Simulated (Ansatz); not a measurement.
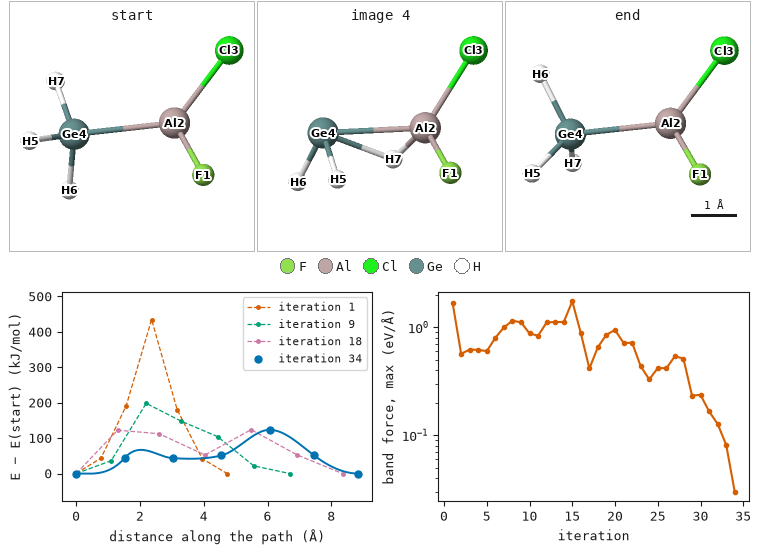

A nudged-elastic-band calculation for AlGeH₃ClF. Images are numbered from 0 (start) to 6 (end). The plot follows the band through its iterations. Style: ball-and-stick. Shown at a tilt.

Theory: RKS r2SCANh/def2-SVP in Ansatz 0.2.0.

The input:
```yaml
crystal:
  periodic: [false, false, false]
  atoms:
    - { symbol: F, position_ang: [1.687671, -0.559751, 1.935355] }
    - { symbol: Al, position_ang: [0.680541, -0.952577, 0.675104] }
    - { symbol: Cl, position_ang: [0.529698, -2.992955, 0.227464] }
    - { symbol: Ge, position_ang: [-0.511148, 0.805736, -0.524177] }
    - { symbol: H, position_ang: [0.474866, 1.821489, -1.117651] }
    - { symbol: H, position_ang: [-1.441264, 1.573881, 0.425282] }
    - { symbol: H, position_ang: [-1.359064, 0.236177, -1.667077] }
basis:
  gaussian: { orbitals: def2-SVP }
hamiltonian:
  xc: r2scanh
neb:
  order_check: false
  images: 5
  f_tol: 0.05
  max_iterations: 50
  initial_path: linear
  final_atoms:
    - { symbol: F, position_ang: [1.69537782, -0.57806339, 1.95801813] }
    - { symbol: Al, position_ang: [0.69074572, -0.93906435, 0.68659697] }
    - { symbol: Cl, position_ang: [0.5023741, -2.97110582, 0.21397042] }
    - { symbol: Ge, position_ang: [-0.49573206, 0.81436169, -0.52617693] }
    - { symbol: H, position_ang: [0.22934588, 2.16232542, -0.43193102] }
    - { symbol: H, position_ang: [-0.65740521, 0.44646657, -2.00617667] }
    - { symbol: H, position_ang: [-1.90340625, 0.99707987, 0.0599991] }
```

Launched with:
```bash
ansatz run input.yaml --threads 2 --pin off --max-ram 3072MiB --backend cpu --events-out ev --progress --plain --runs-dir out
```

Q: Judge this run.

A: The run is converged, with reservations. The band converged in 34 iterations. The largest component of the band force went from 1.7 to 0.03 eV/Å. The climbing image converged on the top of the path. Its curvatures weren't checked. The straight starting path can push atoms close together and costs iterations. The first iteration put the highest image at 434.9 kJ/mol. The two ends have nearly the same energy, and the highest point, image 4, lies 123.4 kJ/mol above the start.
